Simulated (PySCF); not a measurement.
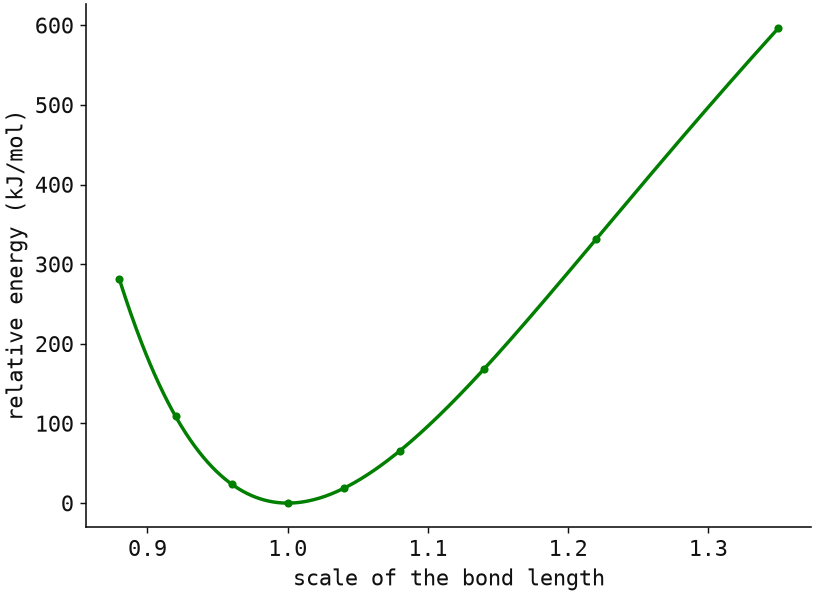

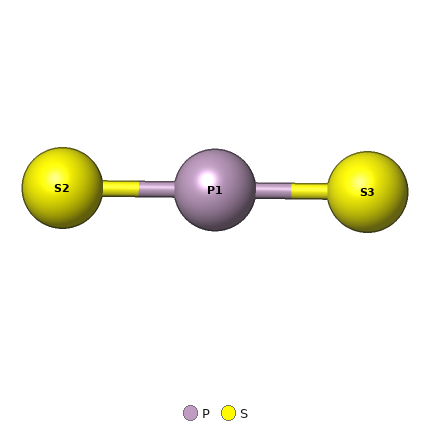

Rigid scan of PS₂⁺, singlet, from a minimum of the shape that electron-pair counting expects: all bonds to atom 1 scaled (atom 1 is the central atom). PBE0/def2-TZVP in PySCF, restricted determinant, no spin-orbit coupling; energies counted from the minimum. Splines pass through the computed points, which are marked.

**What does it cost to go to either end of the scan?**

280.9 kJ/mol at 0.88 and 596.3 kJ/mol at 1.35.

**Give the values at the computed points.**

In kJ/mol:
```tsv
scale of the bond length	PBE0
0.88	280.9
0.92	109.1
0.96	23.9
1.00	0.0
1.04	18.5
1.08	65.6
1.14	168.2
1.22	331.3
1.35	596.3
```
